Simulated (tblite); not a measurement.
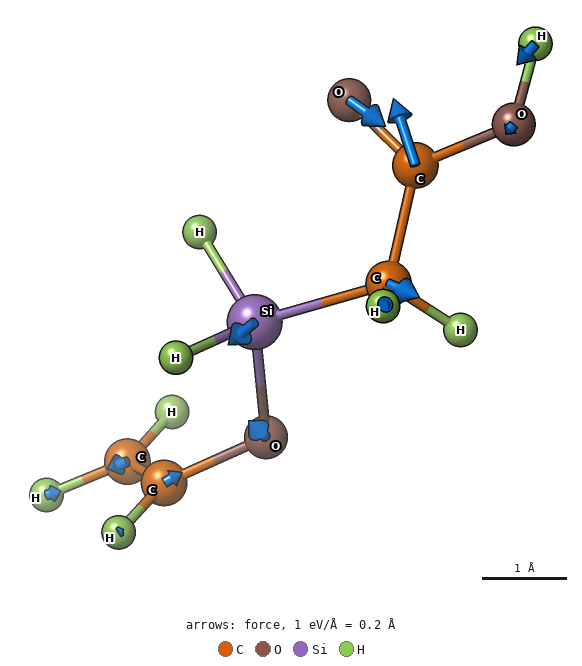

Starting geometry of C4H8O3Si with the computed forces as blue arrows. The picture is a ball-and-stick view, seen from a free direction.

Level of theory: tblite, GFN2-xTB geometry optimisation, gas phase. 

**Is this structure relaxed? If not, where do the atoms go?**

It isn't relaxed: the largest force vector, on a C atom, is 4.51 eV/Å. The final displacements have little in common with the starting forces (cosine between the two patterns 0.11). An H atom moves most after the best rigid fit: 1.65 Å. By element the largest moves are H 1.65 Å, C 0.58 Å, O 0.57 Å, Si 0.56 Å. Some distances before and after: O–Si 1.738 → 1.632 Å, C–O 1.400 → 1.343 Å, C–Si 1.845 → 1.899 Å, C–O 1.253 → 1.206 Å. Among the angles between lasting bonds that change: C–O–Si 114.5° → 131.3°, C–O–H 123.3° → 110.5°, O–Si–C 112.5° → 100.4°. Groups turn about C–O by about 105°, C–Si by about 45°, C–C by about 20°. After 165 geometry steps the energy has fallen by 23.0 kcal/mol. Cost: 1.9 s on 1 thread of Arm Neoverse N1 (shared host).
